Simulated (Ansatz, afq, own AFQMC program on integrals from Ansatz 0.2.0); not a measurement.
# GeH₄+ (doublet): AFQMC on the coupled-cluster ladder at distance Ge1–H3 = 3.431 Å, cc-pVDZ

How near does AFQMC come to the top of the ladder for GeH₄+ (doublet)?

Program: Ansatz 0.2.0, Gaussian basis, and an in-house AFQMC program (afq) on its integrals; all values are calculated. Level of theory: cc-pVDZ, frozen cores. These are calculated values, not measurements.

To be run: PBE (unrestricted); r2SCAN (unrestricted); PBE0 (unrestricted); B3LYP (unrestricted); wB97M-V (unrestricted); B2PLYP (unrestricted); CCSD(T) on UHF; CCSDT(Q) on UHF; Phaseless AFQMC, CISD trial on UHF.

2 further runs of the same task are left out: 2 that didn't finish.

## (1) What is computed

The geometry derives from a PBE0/def2-TZVP stationary point (not a proven minimum). One bond is set to the value named and the two fragments are kept rigid. No spin-orbit coupling is included. The filled d shell of Ge may be among the frozen orbitals whatever the setting's name suggests; the logs give the count.

5 atoms, charge 1, spin multiplicity 2.

Atoms are counted from 1 here; the program's logs count them from 0.

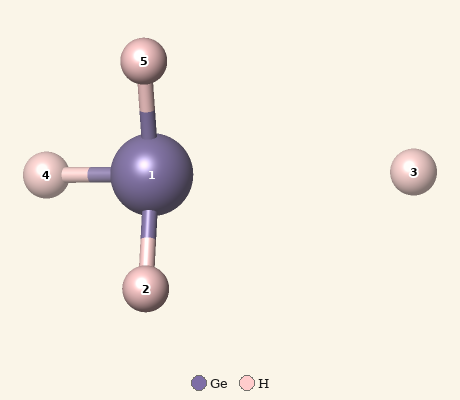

The geometry (germanium purple, hydrogen pink); atoms are numbered from 1 in the order of the file.

## (2) PBE (unrestricted)

in.yaml

```yaml
crystal:
  periodic: [false, false, false]
  atoms:
    - {symbol: Ge, position_ang: [0.008929, 0.016133, -0.016172]}
    - {symbol: H, position_ang: [0.570232, 1.050059, 1.016419]}
    - {symbol: H, position_ang: [-1.240124, -2.240790, 2.246111]}
    - {symbol: H, position_ang: [-0.550295, 1.046951, -1.052990]}
    - {symbol: H, position_ang: [0.576712, -1.018919, -1.044080]}
basis:
  gaussian: {orbitals: cc-pVDZ}
total_charge: 1
magnetization: {spin_polarized: true, initial_magnetization: 1}
hamiltonian: {xc: {name: PBE}}
output: {orbitals: {seedname: orbitals}}
```

The run is started by

```bash
$ ansatz run in.yaml --threads 1 --pin off --events-out ev --progress --plain --max-ram 1382MiB
```

Standard output:

```text
Functional definition: PBE
  name "PBE"
  cite "Perdew, Burke & Ernzerhof, Phys. Rev. Lett. 77, 3865 (1996) doi:10.1103/PhysRevLett.77.3865"
  parent pbe
  parameter kappa = 0.804
  parameter beta = 0.06672455060314922
  exchange = pbe_x(kappa = kappa, mu = beta*pi^2/3)
  correlation = pbe_c(beta = beta)
607 factors; their error is unknown
mean field evaluation 1: about -56554.0427 eV, gradient 1.4e1 eV
mean field evaluation 2: about -56541.4199 eV, gradient 2.9e1 eV
mean field evaluation 4: about -56560.4914 eV, gradient 1.9e0 eV
mean field evaluation 8: about -56560.5437 eV, gradient 4.4e-2 eV
mean field evaluation 16: about -56560.5437 eV, gradient 3.8e-5 eV
mean field -56560.54370038 eV, -2078.5616428755 hartree, gradient 3.8e-5 eV, S^2 0.750326; 0 other end points of the search recorded, 0 dependent functions left out
reference -56560.54373431 eV, -2078.5616441222 hartree; 18, 17 occupied and 29, 30 virtual orbitals, 607 factors
Total energy: -56560.54373431 eV, -2078.5616441222 hartree
```

It took 0.6 s on 1 thread of Intel Xeon 6975P-C (Granite Rapids), shared host.

From the report: ⟨S²⟩ of the determinant 0.750 (pure doublet: 0.75).

## (3) r2SCAN (unrestricted)

Changes to in.yaml since step 2:

```diff
@@ -12,3 +12,2 @@
 magnetization: {spin_polarized: true, initial_magnetization: 1}
-hamiltonian: {xc: {name: PBE}}
-output: {orbitals: {seedname: orbitals}}
+hamiltonian: {xc: {name: r2SCAN}}
```

Launched as before.

Standard output:

```text
Functional definition: r2SCAN
  name "r2SCAN"
  cite "Furness, Kaplan, Ning, Perdew & Sun, J. Phys. Chem. Lett. 11, 8208 (2020) doi:10.1021/acs.jpclett.0c02405"
  cite "Furness, Kaplan, Ning, Perdew & Sun, J. Phys. Chem. Lett. 11, 9248 (2020) doi:10.1021/acs.jpclett.0c03077"
  parent r2scan
  parameter k0 = 0.174
  parameter k1 = 0.065
  parameter a1 = 4.9479
  exchange = r2scan_x(k0 = k0, k1 = k1, a1 = a1)
  correlation = r2scan_c
607 factors; their error is unknown
mean field evaluation 1: about -56562.9316 eV, gradient 1.3e1 eV
mean field evaluation 2: about -56550.6114 eV, gradient 2.7e1 eV
mean field evaluation 4: about -56568.7370 eV, gradient 1.6e0 eV
mean field evaluation 8: about -56568.7889 eV, gradient 9.8e-2 eV
mean field evaluation 16: about -56568.7891 eV, gradient 4.3e-4 eV
mean field -56568.78914458 eV, -2078.8646573610 hartree, gradient 6.5e-5 eV, S^2 0.750538; 0 other end points of the search recorded, 0 dependent functions left out
reference -56568.78915634 eV, -2078.8646577931 hartree; 18, 17 occupied and 29, 30 virtual orbitals, 607 factors
Total energy: -56568.78915634 eV, -2078.8646577931 hartree
```

Wall time 1.4 s (1 thread of Intel Xeon 6975P-C (Granite Rapids), shared host).

From the report: ⟨S²⟩ of the determinant 0.751 (pure doublet: 0.75).

## (4) PBE0 (unrestricted)

Changes to in.yaml since step 3:

```diff
@@ -12,2 +12,3 @@
 magnetization: {spin_polarized: true, initial_magnetization: 1}
-hamiltonian: {xc: {name: r2SCAN}}
+hamiltonian: {xc: {name: PBE0}}
+output: {orbitals: {seedname: orbitals}}
```

Launched as before.

Standard output:

```text
Functional definition: PBE0
  name "PBE0"
  cite "Adamo & Barone, J. Chem. Phys. 110, 6158 (1999) doi:10.1063/1.478522"
  cite "Perdew, Burke & Ernzerhof, Phys. Rev. Lett. 77, 3865 (1996) doi:10.1103/PhysRevLett.77.3865"
  parent pbe
  parameter a = 0.25
  parameter kappa = 0.804
  parameter beta = 0.06672455060314922
  exchange = (1 - a)*pbe_x(kappa = kappa, mu = beta*pi^2/3) + a*exact_x
  correlation = pbe_c(beta = beta)
499 factors; integrals over basis functions are off by at most 9.8e-4 eV
mean field evaluation 1: about -56556.5602 eV, gradient 1.2e1 eV
mean field evaluation 2: about -56545.1420 eV, gradient 2.6e1 eV
mean field evaluation 4: about -56561.9924 eV, gradient 1.1e0 eV
mean field evaluation 8: about -56562.0386 eV, gradient 6.9e-2 eV
mean field evaluation 16: about -56562.0388 eV, gradient 2.8e-4 eV
mean field -56562.03876115 eV, -2078.6165853453 hartree, gradient 8.8e-5 eV, S^2 0.750227; 0 other end points of the search recorded, 0 dependent functions left out
reference -56562.03878733 eV, -2078.6165863073 hartree; 18, 17 occupied and 29, 30 virtual orbitals, 499 factors
Total energy: -56562.03878733 eV, -2078.6165863073 hartree
```

Run time: 0.96 s. Hardware: 1 thread of Intel Xeon 6975P-C (Granite Rapids), shared host.

From the report: ⟨S²⟩ of the determinant 0.750 (pure doublet: 0.75).

## (5) B3LYP (unrestricted)

Changes to in.yaml since step 4:

```diff
@@ -12,3 +12,2 @@
 magnetization: {spin_polarized: true, initial_magnetization: 1}
-hamiltonian: {xc: {name: PBE0}}
-output: {orbitals: {seedname: orbitals}}
+hamiltonian: {xc: {name: B3LYP}}
```

Same command.

Standard output, shortened:

```text
Functional definition: B3LYP
  name "B3LYP"
  cite "Stephens, Devlin, Chabalowski & Frisch, J. Phys. Chem. 98, 11623 (1994) doi:10.1021/j100096a001"
  cite "Becke, Phys. Rev. A 38, 3098 (1988) doi:10.1103/PhysRevA.38.3098"
  cite "Lee, Yang & Parr, Phys. Rev. B 37, 785 (1988) doi:10.1103/PhysRevB.37.785"
  cite "Vosko, Wilk & Nusair, Can. J. Phys. 58, 1200 (1980) doi:10.1139/p80-159"
[...]
499 factors; integrals over basis functions are off by at most 9.8e-4 eV
[...]
mean field -56570.69958502 eV, -2078.9348647521 hartree, gradient 3.3e-5 eV, S^2 0.750436; 0 other end points of the search recorded, 0 dependent functions left out
reference -56570.69981741 eV, -2078.9348732924 hartree; 18, 17 occupied and 29, 30 virtual orbitals, 499 factors
Total energy: -56570.69981741 eV, -2078.9348732924 hartree
```

It took 0.93 s on 1 thread of Intel Xeon 6975P-C (Granite Rapids), shared host.

From the report: ⟨S²⟩ of the determinant 0.750 (pure doublet: 0.75).

## (6) wB97M-V (unrestricted)

Changes to in.yaml since step 5:

```diff
@@ -12,2 +12,3 @@
 magnetization: {spin_polarized: true, initial_magnetization: 1}
-hamiltonian: {xc: {name: B3LYP}}
+hamiltonian: {xc: {name: wB97M-V}}
+output: {orbitals: {seedname: orbitals}}
```

The command is unchanged.

Standard output, shortened:

```text
Functional definition: wB97M-V
  name "wB97M-V"
  cite "Mardirossian & Head-Gordon, J. Chem. Phys. 144, 214110 (2016) doi:10.1063/1.4952647"
  cite "Becke, J. Chem. Phys. 107, 8554 (1997) doi:10.1063/1.475007"
  cite "Vydrov & Van Voorhis, J. Chem. Phys. 133, 244103 (2010) doi:10.1063/1.3521275"
  # Of w^i u^j: cxij and so on, Table III.
[...]
  gx(w, u) = 1 - cx + cx01*u + cx10*w
  gss(w, u) = css00 + css04*u^4 + css10*w + css20*w^2 + css43*w^4*u^3
  gos(w, u) = cos00 + cos10*w + (cos20 + cos21*u)*w^2 + (cos60 + cos61*u)*w^6
[...]
      + integral(e_c_pw_mod_opposite_spin*gos(b97_w_opposite, b97_u_opposite)) + vv10(b, c)
499 factors; integrals over basis functions are off by at most 9.8e-4 eV
162 factors; integrals over basis functions are off by at most 4.7e-5 eV
[...]
mean field -56565.53511142 eV, -2078.7450738480 hartree, gradient 3.6e-5 eV, S^2 0.750292; 0 other end points of the search recorded, 0 dependent functions left out
reference -56565.53514935 eV, -2078.7450752417 hartree; 18, 17 occupied and 29, 30 virtual orbitals, 499 factors
Total energy: -56565.53514935 eV, -2078.7450752417 hartree
```

Run time: 3.5 s. Hardware: 1 thread of Intel Xeon 6975P-C (Granite Rapids), shared host.

From the report: ⟨S²⟩ of the determinant 0.750 (pure doublet: 0.75).

## (7) B2PLYP (unrestricted)

Changes to in.yaml since step 6:

```diff
@@ -12,3 +12,3 @@
 magnetization: {spin_polarized: true, initial_magnetization: 1}
-hamiltonian: {xc: {name: wB97M-V}}
-output: {orbitals: {seedname: orbitals}}
+hamiltonian: {xc: {name: B2PLYP}}
+correlation: {electrons: outside_noble_gas}
```

Launched as before.

Standard output, shortened:

```text
Functional definition: B2PLYP
  name "B2PLYP"
  cite "Grimme, J. Chem. Phys. 124, 034108 (2006) doi:10.1063/1.2148954"
  cite "Becke, Phys. Rev. A 38, 3098 (1988) doi:10.1103/PhysRevA.38.3098"
  cite "Lee, Yang & Parr, Phys. Rev. B 37, 785 (1988) doi:10.1103/PhysRevB.37.785"
[...]
499 factors; integrals over basis functions are off by at most 9.8e-4 eV
[...]
mean field -56556.87633511 eV, -2078.4268696876 hartree, gradient 3.0e-6 eV, S^2 0.750307; 2 other end points of the search recorded, 0 dependent functions left out
14 core orbitals not correlated: weight in the atoms' cores, before any rotation towards them, 0.999 or more for the frozen orbitals, at most 0.000 for the correlated occupied ones
reference -56556.87648707 eV, -2078.4268752721 hartree; 4, 3 occupied and 29, 30 virtual orbitals, 499 factors
second order -2.95451816 eV of doubles, -0.00000000 eV of singles
Total energy: -56557.67420697 eV, -2078.4561909378 hartree
```

Run time: 1.3 s. Hardware: 1 thread of Intel Xeon 6975P-C (Granite Rapids), shared host.

From the report: ⟨S²⟩ of the determinant 0.750 (pure doublet: 0.75).

## (8) CCSD(T) on UHF

Changes to in.yaml since step 7:

```diff
@@ -12,3 +12,2 @@
 magnetization: {spin_polarized: true, initial_magnetization: 1}
-hamiltonian: {xc: {name: B2PLYP}}
-correlation: {electrons: outside_noble_gas}
+correlation: {method: ccsd_t, electrons: outside_noble_gas, hamiltonian_folder: ham}
```

Same command.

Standard output, shortened:

```text
Functional definition: HF
  name "HF"
  cite "Fock, Z. Phys. 61, 126 (1930) doi:10.1007/BF01340294"
  parent pbe
[...]
499 factors; integrals over basis functions are off by at most 9.8e-4 eV
[...]
mean field -56523.85387952 eV, -2077.2133168283 hartree, gradient 1.9e-6 eV, S^2 0.750088; 5 other end points of the search recorded, 0 dependent functions left out
determinant -56523.85387952 eV, -2077.2133168283 hartree, with singles and doubles -56526.90661776 eV, -2077.3255028893 hartree
determinant -56521.52523197 eV, -2077.1277406090 hartree, with singles and doubles -56524.08591494 eV, -2077.2218439724 hartree
determinant -56521.24595167 eV, -2077.1174772473 hartree, with singles and doubles -56523.79566550 eV, -2077.2111775023 hartree
determinant -56521.17702205 eV, -2077.1149441306 hartree, with singles and doubles -56523.73441781 eV, -2077.2089266913 hartree
14 core orbitals not correlated: weight in the atoms' cores, before any rotation towards them, 0.999 or more for the frozen orbitals, at most 0.000 for the correlated occupied ones
reference -56523.85387952 eV, -2077.2133168283 hartree; 4, 3 occupied and 29, 30 virtual orbitals, 499 factors
second order -2.32042212 eV of doubles, -0.00000000 eV of singles
cycle   1  -3.03012002 eV  change   -9.1e-2 eV  update   1.3e-2
[...]
cycle  10  -3.03469177 eV  change   -2.8e-6 eV  update   6.3e-6
perturbative correction -0.05250647 eV, -0.0019295770 hartree
Total energy: -56526.94107776 eV, -2077.3267692708 hartree
```

It took 1.4 s on 1 thread of Intel Xeon 6975P-C (Granite Rapids), shared host.

From the report: ⟨S²⟩ of the determinant 0.750 (pure doublet: 0.75); correlation -3.0872 eV; T1 0.011; largest double amplitude 0.05.

This run also writes the integrals to the folder ham.

## (9) CCSDT(Q) on UHF

Changes to in.yaml since step 8:

```diff
@@ -12,2 +12,2 @@
 magnetization: {spin_polarized: true, initial_magnetization: 1}
-correlation: {method: ccsd_t, electrons: outside_noble_gas, hamiltonian_folder: ham}
+correlation: {method: ccsdt_q, electrons: outside_noble_gas}
```

The command is unchanged.

Standard output, shortened:

```text
Functional definition: HF
  name "HF"
  cite "Fock, Z. Phys. 61, 126 (1930) doi:10.1007/BF01340294"
  parent pbe
[...]
900 factors; integrals over basis functions are off by at most 1.6e-7 eV
[...]
mean field -56523.85396447 eV, -2077.2133199501 hartree, gradient 2.0e-6 eV, S^2 0.750088; 5 other end points of the search recorded, 0 dependent functions left out
determinant -56523.85396447 eV, -2077.2133199501 hartree, with singles and doubles -56526.90671988 eV, -2077.3255066420 hartree
determinant -56521.52533094 eV, -2077.1277442460 hartree, with singles and doubles -56524.08601966 eV, -2077.2218478210 hartree
determinant -56521.24604765 eV, -2077.1174807745 hartree, with singles and doubles -56523.79577069 eV, -2077.2111813680 hartree
determinant -56521.17714344 eV, -2077.1149485915 hartree, with singles and doubles -56523.73454439 eV, -2077.2089313430 hartree
14 core orbitals not correlated: weight in the atoms' cores, before any rotation towards them, 0.999 or more for the frozen orbitals, at most 0.000 for the correlated occupied ones
reference -56523.85396447 eV, -2077.2133199501 hartree; 4, 3 occupied and 29, 30 virtual orbitals, 900 factors
second order -2.32046590 eV of doubles, -0.00000000 eV of singles
cycle   1  -2.81497911 eV  change   -4.9e-1 eV  update   5.9e-2
[...]
cycle  17  -3.10260314 eV  change   -4.4e-7 eV  update   3.5e-7
perturbative correction -0.00132815 eV, -0.0000488088 hartree
Total energy: -56526.95789576 eV, -2077.3273873211 hartree
```

Run time: 6.5 s. Hardware: 1 thread of Intel Xeon 6975P-C (Granite Rapids), shared host.

From the report: ⟨S²⟩ of the determinant 0.750 (pure doublet: 0.75); correlation -3.1039 eV; T1 0.011; largest double amplitude 0.05.

## (10) Phaseless AFQMC, CISD trial on UHF

It reads the integrals that the CCSD(T) run on this determinant wrote.

The run is started by

```bash
$ afq ham --method phaseless --trial cisd --walkers 60 --populations 1 --least-time 40 --time-step 0.005 --steps-per-block 50 --equilibration-blocks 40 --max-blocks 300 --target-error 0.00064 --factor-cut 1e-05 --start spin_pure --seed 6030 --release-times 0.24,0.51,0.99,1.62,2.4 --release-step 0.03 --release-every 4 --taylor-order 6
```

Standard output:

```text
orbitals 33  electrons 4 3  factors 246 of 499
reference energy -2077.21331683 Eh
CCSD correlation -0.11152284 Eh in 12 cycles, weight of the determinant in the CISD state 0.9262
energy of the start -2077.324839 Eh
 block  time / (1/Eh)  mean weight  energy / Eh
     1     0.250  1.0007  -2077.324230
     2     0.500  1.0011  -2077.324476
     3     0.750  0.9996  -2077.325127
     4     1.000  0.9989  -2077.324951
     5     1.250  1.0000  -2077.325318
     6     1.500  1.0002  -2077.325710
     7     1.750  0.9999  -2077.325162
     8     2.000  0.9998  -2077.325583
     9     2.250  0.9998  -2077.326637
    10     2.500  1.0002  -2077.326174
    11     2.750  1.0012  -2077.326695
    16     4.000  1.0008  -2077.325678
    21     5.250  0.9990  -2077.326578
    26     6.500  1.0020  -2077.326344
    31     7.750  0.9996  -2077.327004
    36     9.000  0.9999  -2077.326210
    41    10.250  0.9991  -2077.330712
    46    11.500  0.9952  -2077.326531
    51    12.750  0.9993  -2077.325555
    56    14.000  0.9997  -2077.326846
    61    15.250  1.0021  -2077.325416
    66    16.500  0.9997  -2077.327050
    71    17.750  1.0005  -2077.328469
    76    19.000  1.0004  -2077.326396
    81    20.250  0.9997  -2077.326358
    86    21.500  0.9985  -2077.326552
    91    22.750  0.9994  -2077.327780
    96    24.000  0.9983  -2077.326761
   101    25.250  0.9992  -2077.326872
   106    26.500  0.9988  -2077.326754
   111    27.750  0.9975  -2077.326593
   116    29.000  1.0005  -2077.326750
   121    30.250  1.0000  -2077.327114
   126    31.500  1.0007  -2077.326566
   131    32.750  0.9997  -2077.326506
   136    34.000  0.9995  -2077.326969
   141    35.250  0.9990  -2077.327495
   146    36.500  0.9999  -2077.326662
   151    37.750  1.0010  -2077.327141
   156    39.000  1.0024  -2077.327301
   161    40.250  1.0005  -2077.325457
   166    41.500  1.0009  -2077.326292
   171    42.750  1.0011  -2077.326121
   176    44.000  1.0007  -2077.327786
   181    45.250  1.0007  -2077.326687
   186    46.500  1.0010  -2077.326640
   191    47.750  1.0015  -2077.327873
   196    49.000  1.0011  -2077.327813
blocks merged  error / Eh  count
     1  0.000083  160
     2  0.000100  80
     4  0.000122  40
     8  0.000135  20
    16  0.000142  10
released: time / (1/Eh)  energy / Eh  error  mean overlap
  0.24  -2077.326978  0.000178  0.9989
  0.51  -2077.327058  0.000184  0.9945
  0.99  -2077.327098  0.000189  1.0003
  1.62  -2077.327308  0.000133  1.0132
  2.40  -2077.327505  0.000219  1.0043
energy -2077.326952 +/- 0.000135 Eh
```

It took 93 s on 1 thread of Intel Xeon 6975P-C (Granite Rapids), shared host.

Energy -56526.9461 ± 0.0037 eV. Caveats: constraint bias not in the error.

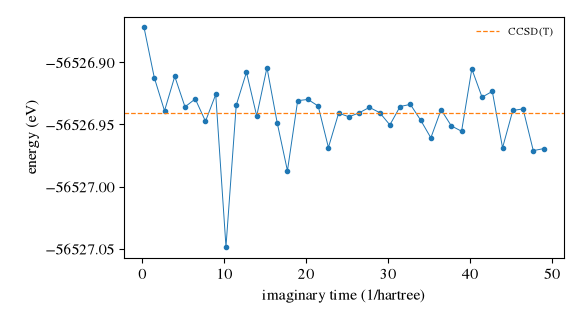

Block energies along the walk.

## (11) All levels side by side

On the UHF determinant, counted from CCSDT(Q) (a yardstick, not exact):

| level | energy (eV) | from CCSDT(Q) (kcal/mol) | statistical error (kcal/mol) | time |
| --- | --- | --- | --- | --- |
| HF | -56523.8539 | +71.58 |  |  |
| MP2 | -56526.1743 | +18.07 |  |  |
| CCSD | -56526.8886 | +1.60 |  |  |
| CCSD(T) | -56526.9411 | +0.39 |  |  |
| CCSDT(Q) | -56526.9579 | 0.00 |  |  |
| Phaseless AFQMC, CISD trial, step 0.005, 60 walkers | -56526.9461 | +0.27 | 0.08 | 93 s |

The functionals' totals stand on their own zeros and serve differences with other points: PBE -56560.544 eV; r2SCAN -56568.789 eV; PBE0 -56562.039 eV; B3LYP -56570.700 eV; wB97M-V -56565.535 eV; B2PLYP -56557.674 eV.

## (12) Results

| quantity | value |
| --- | --- |
| CCSD(T) on UHF from CCSDT(Q) | +0.39 kcal/mol |
| Phaseless AFQMC, CISD trial on UHF from CCSDT(Q) | +0.27 ± 0.08 kcal/mol |

On UHF the phaseless walk with the CISD trial lies +0.27 kcal/mol from CCSDT(Q), 3 times its error bar. Error bars are statistical and leave out the constraint, the time step and what remains of the start.
